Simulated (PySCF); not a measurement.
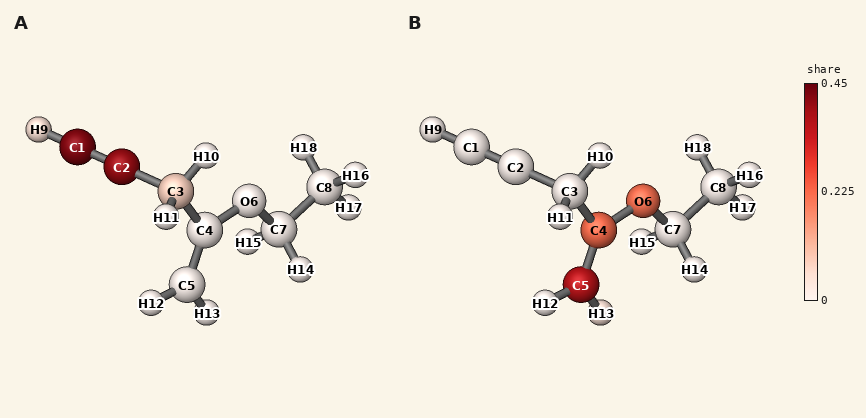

Each panel colours the atoms by their Löwdin share in one orbital (up to four of the largest shares; other atoms are shown as zero). Computed geometry: GFN2-xTB optimisation. No frequency run is at hand to confirm it as a minimum. Computed with B3LYP/def2-SVPD (PySCF 2.14.0).

The panels show the HOMO−1, HOMO, in some order. Which is which?

Answer. A: HOMO−1, −7.52 eV; C1 0.42, C2 0.40, C3 0.07, H9 0.04
B: HOMO, −6.47 eV; C5 0.35, C4 0.22, O6 0.21, H13 0.04
